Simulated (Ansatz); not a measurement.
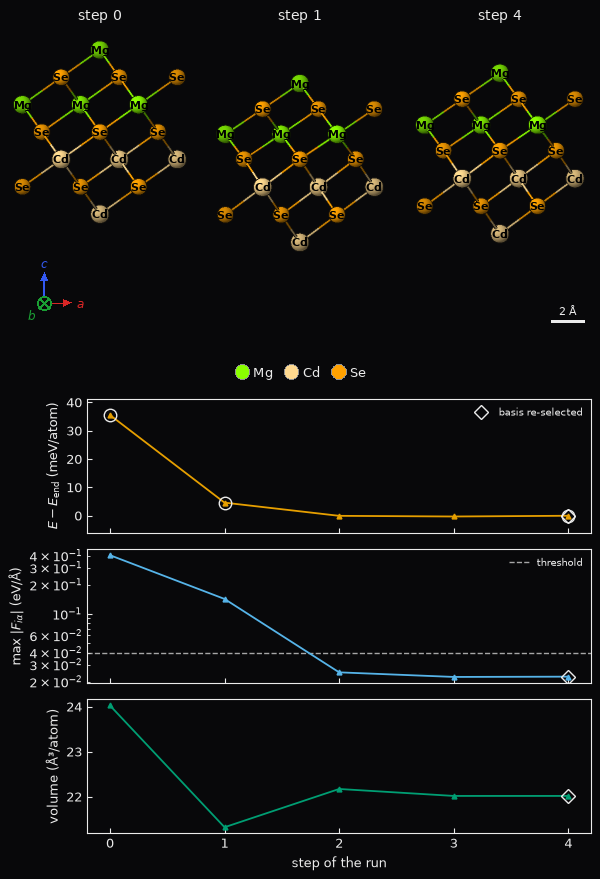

Frames of a relaxation of solid Mg3Cd2Se5 (a generated structure, set up in R-3m) (coarse preliminary run), marked on the history of the run. A ball-and-stick model of the atoms within 5.8 Å of the atom that moves most (axes of the conventional cell (3 times the calculation's cell)), seen along the b axis. Lengths and directions refer to the drawn axes.

All numbers below come from Ansatz 0.2.0, DFT PBE, scalar-relativistic, plane waves, PAW. (plane-wave cutoff 420 eV; k-point mesh 6 × 6 × 6; occupations gaussian; smearing width 0.1 eV; no spin polarisation; cell and atoms relaxed; force threshold 0.04 eV/Å; at most 70 steps)

### Describe the path.

The largest moves relative to the cell, 0.14 Å, are those of Se atoms. By element the largest moves are Se 0.14 Å, Mg 0.08 Å, Cd 0.06 Å. Cell: a = b 4.081 → 3.963 Å (−2.9 %), c 49.980 → 48.564 Å (−2.8 %). Volume −8.4 %. Some distances before and after: Mg–Se 2.886 → 2.767 Å, Cd–Se 2.886 → 2.839 Å. Bond angles that change, for instance: Mg–Se–Cd 180.0° → 177.6°. The space group stays R-3m (No. 166). Over 3 accepted moves (4 points after the start) the energy falls by 35.6 meV per atom. The largest force component goes from 0.4 to 0.023 eV/Å. The pressure goes from −4.18 to 0.02 GPa. The SCF was repeated once at an unchanged geometry on a basis and grid sized afresh for the cell, which shifted the energy by 0.3 meV per atom at most. From step 0 to 1: Se atoms move most (0.19 Å), volume −11.3 %, energy −30.9 meV per atom. From step 1 to 4: Se atoms move most (0.05 Å), volume +3.3 %, energy −4.6 meV per atom.
